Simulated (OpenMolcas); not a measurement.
## Multiconfigurational calculation for Tc³⁺ (part 2 of 2)

The same run, continued: Tc³⁺. Method: state-averaged CASSCF, active space 4 electrons in the shell 4d, basis ANO-RCC-VDZP, DKH2 scalar Hamiltonian, spin-orbit coupling by RASSI with atomic mean-field integrals (OpenMolcas).

### The program's output (extracts), continued
```
--- RASSI ---
SPIN-FREE ENERGIES:
  (Shifted by EMIN (a.u.) =      -4280.6904827620)

 SF State       Relative EMIN(au)   Rel lowest level(eV)    D:o, cm**(-1)      L_eff

     1             0.0000000000        0.0000000000              0.0000         2.0
     2             0.0000000000        0.0000000000              0.0000         2.0
     3             0.0000000000        0.0000000000              0.0000         2.0
     4             0.0000000000        0.0000000000              0.0000         2.0
     5             0.0000000000        0.0000000000              0.0000         2.0
     6             0.0794225292        2.1611971198          17431.2303         5.0
     7             0.0794225292        2.1611971198          17431.2303         5.0
     8             0.0794225292        2.1611971198          17431.2303         5.0
     9             0.0794225292        2.1611971198          17431.2303         5.0
    10             0.0794225292        2.1611971198          17431.2303         5.0
    11             0.0794225292        2.1611971198          17431.2303         5.0
    12             0.0794225292        2.1611971198          17431.2303         5.0
    13             0.0794225292        2.1611971198          17431.2303         5.0
    14             0.0794225292        2.1611971198          17431.2303         5.0
    15             0.0794225292        2.1611971198          17431.2303         5.0
    16             0.0794225292        2.1611971198          17431.2303         5.0
    17             0.0894333016        2.4336041141          19628.3409         1.0
    18             0.0894333016        2.4336041141          19628.3409         1.0
    19             0.0894333016        2.4336041141          19628.3409         1.0
    20             0.0913358240        2.4853743863          20045.8963         3.0
    21             0.0913358240        2.4853743863          20045.8963         3.0
    22             0.0913358240        2.4853743863          20045.8963         3.0
    23             0.0913358240        2.4853743863          20045.8963         3.0
    24             0.0913358240        2.4853743863          20045.8963         3.0
    25             0.0913358240        2.4853743863          20045.8963         3.0
    26             0.0913358240        2.4853743863          20045.8963         3.0
    27             0.0991946348        2.6992235221          21770.7059         4.0
    28             0.0991946348        2.6992235221          21770.7059         4.0
    29             0.0991946348        2.6992235221          21770.7059         4.0
    30             0.0991946348        2.6992235221          21770.7059         4.0
    31             0.0991946348        2.6992235221          21770.7059         4.0
    32             0.0991946348        2.6992235221          21770.7059         4.0
    33             0.0991946348        2.6992235221          21770.7059         4.0
    34             0.0991946348        2.6992235221          21770.7059         4.0
    35             0.0991946348        2.6992235221          21770.7059         4.0
    36             0.1191337939        3.2417956798          26146.8455         6.0
    37             0.1191337939        3.2417956798          26146.8455         6.0
    38             0.1191337939        3.2417956798          26146.8455         6.0
    39             0.1191337939        3.2417956798          26146.8455         6.0
    40             0.1191337939        3.2417956798          26146.8455         6.0
Eigenvalues of complex Hamiltonian:
   -----------------------------------
  (Shifted by EMIN (a.u.) =      -4280.6904827620)

 SO State       Relative EMIN(au)   Rel lowest level(eV)    D:o, cm**(-1)     J-value

     1            -0.0081959008        0.0000000000              0.0000        -0.0
     2            -0.0066653367        0.0416487723            335.9200         0.7
     3            -0.0066653367        0.0416487723            335.9200         0.7
     4            -0.0066653367        0.0416487723            335.9200         0.8
     5            -0.0038863134        0.1172698465            945.8451         1.2
     6            -0.0038863134        0.1172698465            945.8451         1.8
     7            -0.0038863134        0.1172698465            945.8451         1.5
     8            -0.0038863134        0.1172698465            945.8451         1.5
     9            -0.0038863134        0.1172698465            945.8451         1.8
    10            -0.0002797119        0.2154104732           1737.4026         2.4
    11            -0.0002797119        0.2154104732           1737.4026         2.6
    12            -0.0002797119        0.2154104732           1737.4026         2.8
    13            -0.0002797119        0.2154104732           1737.4026         2.6
    14            -0.0002797119        0.2154104732           1737.4026         1.8
    15            -0.0002797119        0.2154104732           1737.4026         2.5
    16            -0.0002797119        0.2154104732           1737.4026         1.6
    17             0.0037379761        0.3247373342           2619.1832         3.7
    18             0.0037379761        0.3247373342           2619.1832         3.5
    19             0.0037379761        0.3247373342           2619.1832         2.5
    20             0.0037379761        0.3247373342           2619.1832         3.3
    21             0.0037379761        0.3247373342           2619.1832         3.8
    22             0.0037379761        0.3247373342           2619.1832         1.7
    23             0.0037379761        0.3247373342           2619.1832         3.7
    24             0.0037379761        0.3247373342           2619.1832         2.8
    25             0.0037379761        0.3247373342           2619.1832         3.2
    26             0.0743223632        2.2454363534          18110.6656         3.6
    27             0.0743223632        2.2454363534          18110.6656         3.5
    28             0.0743223632        2.2454363534          18110.6656         3.4
    29             0.0743223632        2.2454363534          18110.6656         1.9
    30             0.0743223632        2.2454363534          18110.6656         3.4
    31             0.0743223632        2.2454363534          18110.6656         1.9
    32             0.0743223632        2.2454363534          18110.6656         3.3
    33             0.0743223632        2.2454363534          18110.6656         3.5
    34             0.0743223632        2.2454363534          18110.6656         3.7
    35             0.0771339276        2.3219429203          18727.7326         0.0
    36             0.0777037954        2.3374498121          18852.8042         2.2
    37             0.0777037954        2.3374498121          18852.8042         4.3
    38             0.0777037954        2.3374498121          18852.8042         3.8
    39             0.0777037954        2.3374498121          18852.8042         4.4
    40             0.0777037954        2.3374498121          18852.8042         4.2
    41             0.0777037954        2.3374498121          18852.8042         3.5
Weights of the five most important spin-orbit-free states for each spin-orbit state.

 SO State  Total energy (au)           Spin-free states, spin, and weights
 -------------------------------------------------------------------------------------------------------
    1        -0.008196       5 2.0  0.1970    2 2.0  0.1970    1 2.0  0.1970    4 2.0  0.1970    3 2.0  0.1970
    2        -0.006665       4 2.0  0.2653    5 2.0  0.2552    3 2.0  0.2242    1 2.0  0.1394    2 2.0  0.1058
    3        -0.006665       4 2.0  0.2583    2 2.0  0.2388    5 2.0  0.2331    3 2.0  0.1476    1 2.0  0.1121
    4        -0.006665       1 2.0  0.3424    2 2.0  0.2493    3 2.0  0.2222    5 2.0  0.1056    4 2.0  0.0703
    5        -0.003886       5 2.0  0.2579    4 2.0  0.2254    3 2.0  0.2162    2 2.0  0.1809    1 2.0  0.1153
    6        -0.003886       2 2.0  0.2252    3 2.0  0.2155    1 2.0  0.2084    4 2.0  0.2053    5 2.0  0.1413
    7        -0.003886       5 2.0  0.2458    1 2.0  0.2404    4 2.0  0.2196    3 2.0  0.1773    2 2.0  0.1124
    8        -0.003886       2 2.0  0.2463    1 2.0  0.2220    5 2.0  0.2130    3 2.0  0.1591    4 2.0  0.1552
    9        -0.003886       2 2.0  0.2308    3 2.0  0.2275    1 2.0  0.2096    4 2.0  0.1901    5 2.0  0.1376
   10        -0.000280       5 2.0  0.4734    1 2.0  0.2373    3 2.0  0.1348    4 2.0  0.1342    2 2.0  0.0172
   11        -0.000280       5 2.0  0.2472    4 2.0  0.2374    2 2.0  0.2315    3 2.0  0.1647    1 2.0  0.1162
   12        -0.000280       2 2.0  0.2798    5 2.0  0.2299    4 2.0  0.1988    1 2.0  0.1668    3 2.0  0.1216
```

### Spin-orbit levels, grouped by J and assigned

```
Configuration  Level  E (cm⁻¹)  LS purity (%)  Landé g
          4d⁴    ⁵D₀         0             98        –
          4d⁴    ⁵D₁       336             99    1.501
          4d⁴    ⁵D₂       946            100    1.501
          4d⁴    ⁵D₃     1,737            100    1.500
          4d⁴    ⁵D₄     2,619             99    1.499
          4d⁴    ³H₄    18,110             91    0.823
          4d⁴    ³P₀    18,730             98        –
          4d⁴    ³H₅    18,850             95    1.042
          4d⁴    ³H₆    19,550             98    1.163
          4d⁴    ³P₁    20,140             99    1.501
          4d⁴    ³F₃    21,060             70    0.985
          4d⁴    ³F₂    21,450            100    0.667
          4d⁴    ³F₄    21,470             75    1.190
```

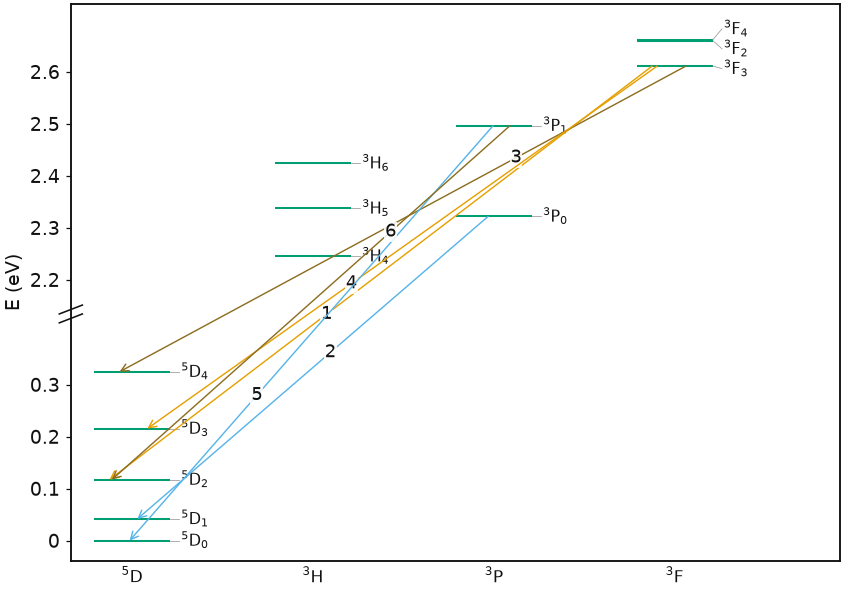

Figure 2. Levels of Tc IV (Tc³⁺) with 6 numbered transitions. Rates are at computed energies.

```
No.    Upper    Lower  Type  λ (vacuum)  A (s⁻¹)
  1  4d⁴ ³F₃  4d⁴ ⁵D₂    M1      497 nm     0.41
  2  4d⁴ ³P₀  4d⁴ ⁵D₁    M1      544 nm      4.2
  3  4d⁴ ³F₃  4d⁴ ⁵D₄    M1      542 nm     0.16
  4  4d⁴ ³F₃  4d⁴ ⁵D₃    M1      518 nm     0.99
  5  4d⁴ ³P₁  4d⁴ ⁵D₀    M1      497 nm     0.37
  6  4d⁴ ³P₁  4d⁴ ⁵D₂    M1      521 nm      3.3
```

Line 2 has the largest rate; it falls in the visible region.

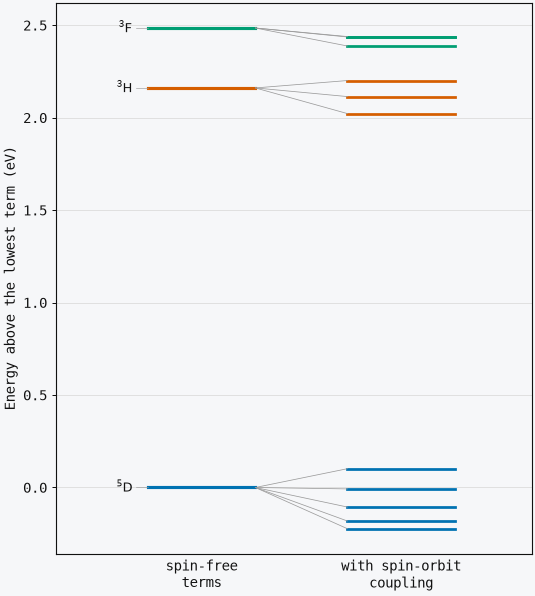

Figure 3. Terms of Tc IV (Tc³⁺) without and with spin-orbit coupling; the J values are left off. ⁵D (at 0) splits over 0.325 eV into J = 0, 1, 2, 3, 4 from the bottom up (normal); ³H (at 2.16 eV) splits over 0.179 eV into J = 4, 5, 6 from the bottom up (normal); ³F (at 2.49 eV) splits over 0.0510 eV into J = 3, 2, 4 from the bottom up (irregular). The ground level lies 0.223 eV below the lowest term.

### Input file
```
&GATEWAY
Coord
1

Tc 0.0 0.0 0.0
Basis=ANO-RCC-VDZP
Group=XYZ
NoMove
AngMom=0.0 0.0 0.0
AMFI
&SEWARD
&RASSCF
FileOrb=start.orb
Symmetry=1
Spin=5
nActEl=4 0 0
Inactive=9 9
Ras2=5 0
CIRoot=5 5 1
SDav=5
CIMx=300
Iter=120 100
PrWF=0.3
OrbListing=Nothing
MaxOrb=0
Atom
>>> COPY $Project.JobIph JOB001
&RASSCF
FileOrb=start.orb
Symmetry=1
Spin=3
nActEl=4 0 0
Inactive=9 9
Ras2=5 0
CIRoot=45 45 1
SDav=45
CIMx=300
Iter=120 100
PrWF=0.3
OrbListing=Nothing
MaxOrb=0
Atom
CIOnly
>>> COPY $Project.JobIph JOB002
&RASSCF
FileOrb=start.orb
Symmetry=1
Spin=1
nActEl=4 0 0
Inactive=9 9
Ras2=5 0
CIRoot=50 50 1
SDav=50
CIMx=300
Iter=120 100
PrWF=0.3
OrbListing=Nothing
MaxOrb=0
Atom
CIOnly
>>> COPY $Project.JobIph JOB003
&RASSI
NrOfJobIphs=3 5 30 22
1 2 3 4 5
1 2 3 4 5 6 7 8 9 10 11 12 13 14 15 16 17 18 19 20 21 22 23 24 25 26 27
28 29 30
1 2 3 4 5 6 7 8 9 10 11 12 13 14 15 16 17 18 19 20 21 22
IphNames
JOB001
JOB002
JOB003
EJob
SpinOrbit
DIPRint=1.0
SOCoupling=1000.0
Subsets=2
MEES
Property=10
'ANGMOM' 1 'ANGMOM' 2 'ANGMOM' 3 'MLTPL  1' 1 'MLTPL  1' 2 'MLTPL  1' 3
'AMFI' 1 'AMFI' 2 'AMFI' 3 'MLTPL  2' 6
SOProperty=3
'ANGMOM' 1 'ANGMOM' 2 'ANGMOM' 3
```

The file start.orb holds starting orbitals from an earlier step. A driver script formed the levels outside the program, from RASSI's spin-orbit matrix and the active-space energies, averaged over the components of each term or state.

Launched with:
```bash
OMP_NUM_THREADS=1 MOLCAS_MEM=2252 MOLCAS_PROJECT=a pymolcas a.inp > a.log  # once for each step of the input, in one work folder
```

### Key numbers

| quantity | value |
| --- | --- |
| outcome | converged |
| lowest level | 4d⁴ ⁵D₀ |
| first excited level | 4d⁴ ⁵D₁, 336 cm⁻¹ |
| energy of the lowest spin-free term | −4280.69048 hartree |
| energy of the lowest spin-orbit level | −4280.69868 hartree |
| largest spread among components of a term | 0.0 cm⁻¹ |
| hardware | 1 CPU thread, shared host |
| wall time | 13 s |

### Remarks

Without dynamic correlation the splittings between terms come out too large, often by 20 to 50 %. Caveats: small basis contracted for the neutral atom, rough for a high charge; only configurations of the active space are included; spin-free states above about 28,000 cm⁻¹ are left out of the spin-orbit step; levels of higher terms that fall inside the range are not drawn; some levels are strong mixtures of terms (leading term under 70 %).
